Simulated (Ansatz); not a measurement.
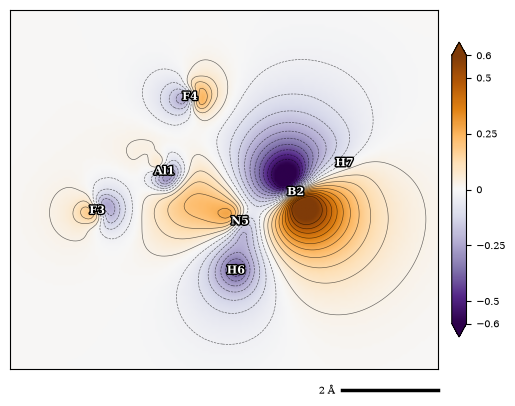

The picture shows: AlBF$_{2}$H$_{2}$N (SMILES B=[NH+][Al]([F])[F]) (charge +1). One frontier orbital on the molecular plane (values in Å⁻³ᐟ²; the overall sign is arbitrary).

Geometry: B3LYP-D3(BJ)/def2-SVP.

Theory: Ansatz, isolated molecule in a Gaussian basis; Kohn-Sham density functional theory, functional PBE0.

```xyz
7

Al    0.0081    3.9000   -1.1032
B    -2.5694    3.2771   -0.3237
F     0.9469    3.9205   -2.4317
F     0.1060    4.2429    0.4948
N    -1.7686    3.3153   -1.3581
H    -2.0667    3.0400   -2.3032
H    -3.2472    3.2631    0.6455
```

> Which orbital is it: HOMO or LUMO?

The LUMO, at −7.88 eV. It lies mainly on B2 (about 60 %), N5 (about 15 %), Al1 (about 10 %) and H7 (about 10 %); it is symmetric in the molecular plane (an in-plane orbital: σ, lone-pair or in-plane π type).
